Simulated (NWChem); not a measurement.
**Run report: BHBr, energy and gradient calculation**

BHBr, multiplicity 2, SMILES [BH]Br, computed with PBE0/def2-SVP, UKS (NWChem 7.3.0).

The geometry comes from this level: PBE0-D4/def2-TZVP.

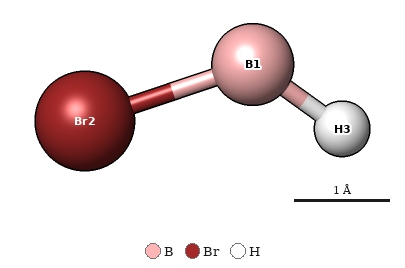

The structure as given in the input (ball-and-stick view, seen at a tilt; atoms are numbered from 1 in the order of the input).

### Input file
```
start calc
title "BBrH PBE0"
memory 2200 mb

geometry noautosym nocenter noautoz
 load calc.xyz
end

basis spherical bse
 B library def2-SVP
 Br library def2-SVP
 H library def2-SVP
end

dft
 xc pbe0
 mult 2
 grid xfine
 convergence energy 1e-08
 maxiter 100
 mulliken
 print low
end

task dft gradient
```

### File calc.xyz
```
3
BBrH PBE0
B     -0.094500    -0.523000    -0.115700
Br     1.181000     0.563200     0.709800
H     -1.097400    -0.105000    -0.607300
```

Machine: 1 thread of Intel Xeon (Granite Rapids), 16 GiB of memory available, shared host.

Launch command:
```bash
nwchem calc.nw > calc.out
```

### Output
```
Northwest Computational Chemistry Package (NWChem) 7.3.0
             --------------------------------------------------------

           Job information
           ---------------

    nwchem branch   = 7.3.0
    use scalapack   = T
    input           = calc.nw
    prefix          = calc.
    data base       = ./calc.db
    status          = startup
    nproc           =        1

           Memory information
           ------------------

    heap     =     72089594 doubles =      550.0 Mbytes
    stack    =     72089599 doubles =      550.0 Mbytes
    global   =    144179200 doubles =     1100.0 Mbytes (distinct from heap & stack)
    total    =    288358393 doubles =     2200.0 Mbytes
    verify   = yes
    hardfail = no

           Directory information
           ---------------------

  0 permanent = .
  0 scratch   = .

                                NWChem Input Module
                                -------------------

                                     BBrH PBE0
                                     ---------

 Scaling coordinates for geometry "geometry" by  1.889725989
 (inverse scale =  0.529177249)

                             Geometry "geometry" -> ""
                             -------------------------

 Output coordinates in angstroms (scale by  1.889725989 to convert to a.u.)

  No.       Tag          Charge          X              Y              Z
 ---- ---------------- ---------- -------------- -------------- --------------
    1 B                    5.0000    -0.09450000    -0.52300000    -0.11570000
    2 Br                  35.0000     1.18100000     0.56320000     0.70980000
    3 H                    1.0000    -1.09740000    -0.10500000    -0.60730000

      Atomic Mass
      -----------

      B                 11.009310
      Br                79.916500
      H                  1.007825

 Effective nuclear repulsion energy (a.u.)      58.6237325998

            Nuclear Dipole moment (a.u.)
            ----------------------------
        X                 Y               Z
 ---------------- ---------------- ----------------
    75.1451429085    32.1102239980    44.7056256570

            XYZ format geometry
            -------------------
     3
 geometry
 B                    -0.09450000    -0.52300000    -0.11570000
 Br                    1.18100000     0.56320000     0.70980000
 H                    -1.09740000    -0.10500000    -0.60730000

 ==============================================================================
                                internuclear distances
 ------------------------------------------------------------------------------
       center one      |      center two      | atomic units |  angstroms
 ------------------------------------------------------------------------------
    2 Br               |   1 B                |     3.52938  |     1.86767
    3 H                |   1 B                |     2.25361  |     1.19256
 ------------------------------------------------------------------------------
                         number of included internuclear distances:          2
 ==============================================================================

 ==============================================================================
                                 internuclear angles
 ------------------------------------------------------------------------------
        center 1       |       center 2       |       center 3       |  degrees
 ------------------------------------------------------------------------------
    2 Br               |   1 B                |   3 H                |   123.55
 ------------------------------------------------------------------------------
                            number of included internuclear angles:          1
 ==============================================================================

                      Basis "ao basis" -> "" (spherical)
                      -----
  [basis functions not shown]

 Summary of "ao basis" -> "" (spherical)
 ------------------------------------------------------------------------------
       Tag                 Description            Shells   Functions and Types
 ---------------- ------------------------------  ------  ---------------------
 B                          def2-SVP                 6       14   3s2p1d
 Br                         def2-SVP                12       32   5s4p3d
 H                          def2-SVP                 3        5   2s1p

                                 NWChem DFT Module
                                 -----------------

                                     BBrH PBE0

  Caching 1-el integrals
   Time after variat. SCF:      0.2

     ---------------------------------------------
      Total Density - Mulliken Population Analysis
     ---------------------------------------------

    Atom       Charge   Shell Charges
 -----------   ------   -------------------------------------------------------
    1 B    5     4.77   1.99  0.98  0.41  0.91  0.44  0.04
    2 Br  35    35.20   2.00  2.00  2.00  1.36  0.57  6.00  5.99  2.36  2.90  8.23  1.73  0.07
    3 H    1     1.03   0.70  0.32  0.01

     --------------------------------------------
      Spin Density - Mulliken Population Analysis
     --------------------------------------------

    Atom       Charge   Shell Charges
 -----------   ------   -------------------------------------------------------
    1 B    5     0.78   0.00  0.10  0.16  0.29  0.23  0.00
    2 Br  35     0.11   0.00  0.00  0.00  0.00 -0.00  0.00  0.00  0.06  0.04  0.00 -0.00  0.01
    3 H    1     0.10   0.07  0.03  0.00
   Time prior to 1st pass:      0.2

           Memory utilization after 1st SCF pass:
           Heap Space remaining (MW):       36.21            36208626
          Stack Space remaining (MW):       72.09            72089020

   convergence    iter        energy       DeltaE   RMS-Dens  Diis-err    time
 ---------------- ----- ----------------- --------- --------- ---------  ------
 d= 0,ls=0.0,diis     1  -2598.8370831043 -2.66D+03  1.05D-02  6.09D-02     1.0
                                                     6.32D-03  5.27D-02
 d= 0,ls=0.0,diis     2  -2598.8412883757 -4.21D-03  4.83D-03  5.43D-02     1.7
                                                     4.71D-03  5.67D-02
 d= 0,ls=0.0,diis     3  -2598.8744799701 -3.32D-02  1.57D-03  4.50D-03     2.4
                                                     1.22D-03  3.54D-03
 d= 0,ls=0.0,diis     4  -2598.8772428021 -2.76D-03  4.45D-04  1.35D-04     3.5
                                                     2.51D-04  1.24D-04
 d= 0,ls=0.0,diis     5  -2598.8773339511 -9.11D-05  1.15D-04  2.12D-05     4.4
                                                     1.27D-04  3.28D-05
  Resetting Diis
 d= 0,ls=0.0,diis     6  -2598.8773546848 -2.07D-05  7.48D-05  2.07D-06     5.1
                                                     5.52D-05  1.08D-06
 d= 0,ls=0.0,diis     7  -2598.8773578209 -3.14D-06  8.88D-06  7.94D-08     5.9
                                                     9.23D-06  6.45D-08
 d= 0,ls=0.0,diis     8  -2598.8773579345 -1.14D-07  5.81D-06  2.78D-08     6.7
                                                     3.30D-06  1.40D-08
 d= 0,ls=0.0,diis     9  -2598.8773579548 -2.03D-08  1.89D-06  7.89D-09     7.4
                                                     3.84D-06  1.79D-08
 d= 0,ls=0.0,diis    10  -2598.8773579674 -1.26D-08  1.46D-06  1.98D-09     8.2
                                                     7.08D-07  7.88D-10
 d= 0,ls=0.0,diis    11  -2598.8773579687 -1.35D-09  2.36D-07  3.02D-11     8.9
                                                     1.44D-07  2.33D-11

         Total DFT energy =    -2598.877357968723
      One electron energy =    -3731.405208301754
           Coulomb energy =     1169.292628278300
    Exchange-Corr. energy =      -95.388510545063
 Nuclear repulsion energy =       58.623732599794

 Numeric. integr. density =       41.000000002136

     Total iterative time =      8.7s

     ---------------------------------------------
      Total Density - Mulliken Population Analysis
     ---------------------------------------------

    Atom       Charge   Shell Charges
 -----------   ------   -------------------------------------------------------
    1 B    5     4.98   1.99  0.92  0.29  1.31  0.42  0.05
    2 Br  35    35.03   2.00  2.00  1.99  1.44  0.50  6.00  5.98  2.38  2.71  8.20  1.74  0.09
    3 H    1     0.99   0.72  0.25  0.01

     --------------------------------------------
      Spin Density - Mulliken Population Analysis
     --------------------------------------------

    Atom       Charge   Shell Charges
 -----------   ------   -------------------------------------------------------
    1 B    5     0.93   0.00  0.15  0.13  0.44  0.20 -0.00
    2 Br  35     0.04   0.00  0.00  0.00  0.00 -0.00  0.00  0.00  0.04  0.00 -0.00  0.00  0.01
    3 H    1     0.02   0.03 -0.01  0.00

     -------------------------------------------
      Total Density - Lowdin Population Analysis
     -------------------------------------------

    Atom       Charge   Shell Charges
 -----------   ------   -------------------------------------------------------
    1 B    5     5.19   1.97  0.69  0.40  1.22  0.79  0.11
    2 Br  35    34.78   2.00  2.00  1.96  1.10  0.68  5.99  5.81  2.45  2.75  7.84  2.03  0.17
    3 H    1     1.04   0.63  0.36  0.04

     ------------------------------------------
      Spin Density - Lowdin Population Analysis
     ------------------------------------------

    Atom       Charge   Shell Charges
 -----------   ------   -------------------------------------------------------
    1 B    5     0.89   0.01  0.12  0.09  0.43  0.23  0.00
    2 Br  35     0.08   0.00  0.00  0.00  0.00  0.00  0.00  0.00  0.04  0.02  0.00  0.00  0.02
    3 H    1     0.03   0.03 -0.00  0.01

     --------------------------
     Expectation value of S2:
     --------------------------
      <S2> =      0.7527 (Exact =     0.7500)

                         DFT ENERGY GRADIENTS

    atom               coordinates                        gradient
                 x          y          z           x          y          z
   1 B      -0.178579  -0.988327  -0.218641   -0.004878   0.002713  -0.002307
   2 Br      2.231766   1.064294   1.341328   -0.000648  -0.000489  -0.000411
   3 H      -2.073785  -0.198421  -1.147631    0.005526  -0.002224   0.002719

 Task  times  cpu:       10.5s     wall:       10.5s
 Total times  cpu:       10.5s     wall:       10.5s
```

### Summary

```json
{"quantity": "outcome", "value": "converged"}
{"quantity": "total energy", "value": "−2598.877358 hartree"}
{"quantity": "largest force", "value": "0.337 eV/Å"}
{"quantity": "⟨S²⟩", "value": "0.753"}
{"quantity": "wall time", "value": "11 s"}
{"quantity": "peak memory", "value": "0.12 GiB"}
```
